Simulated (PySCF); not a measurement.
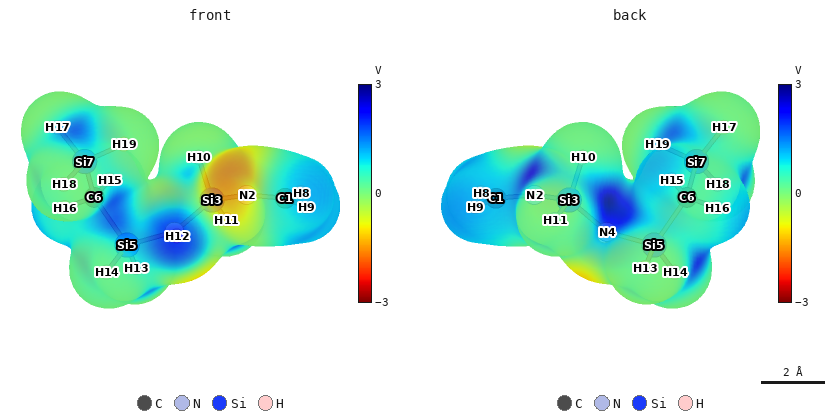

The picture shows: C₂H₁₂N₂Si₃ (SMILES C=N[SiH2]N[SiH2]C[SiH3]). The molecular electrostatic potential painted on the density surface at 0.004 e/bohr³, seen from the front and from behind; the colour scale runs from red (negative) to blue (positive).

Geometry: GFN2-xTB.

The calculation used CAM-B3LYP/def2-SVPD, SCF density, gas phase in PySCF.

```xyz
19

C     3.8664    0.6925    1.0194
N     2.6291    0.6441    0.8964
Si    1.5825    0.1386   -0.3823
N     0.4674   -0.8860    0.4438
Si   -0.9697   -1.5949   -0.2064
C    -2.1708   -0.2782   -0.8628
Si   -2.6591    1.0634    0.3847
H     4.2981    1.0858    1.9380
H     4.5869    0.3632    0.2633
H     1.0107    1.3968   -0.8736
H     2.1569   -0.6333   -1.4888
H     0.5201   -0.8381    1.4475
H    -0.5617   -2.4781   -1.3063
H    -1.5683   -2.3595    0.8921
H    -1.7165    0.2028   -1.7299
H    -3.0710   -0.7730   -1.2273
H    -3.6316    1.9738   -0.2363
H    -3.2895    0.4519    1.5592
H    -1.4897    1.8375    0.8015
```

Where is the surface potential most negative and most positive?

Answer. The most negative region (about −1.6 V, or −37 kcal/mol for a unit charge) lies over N2, the most positive (about +2.5 V, or +58 kcal/mol for a unit charge) over Si3 and Si5. N2 is the likeliest acceptor of a hydrogen bond.

What dipole moment does the calculation give?

Answer. Its dipole moment is 1.35 D.
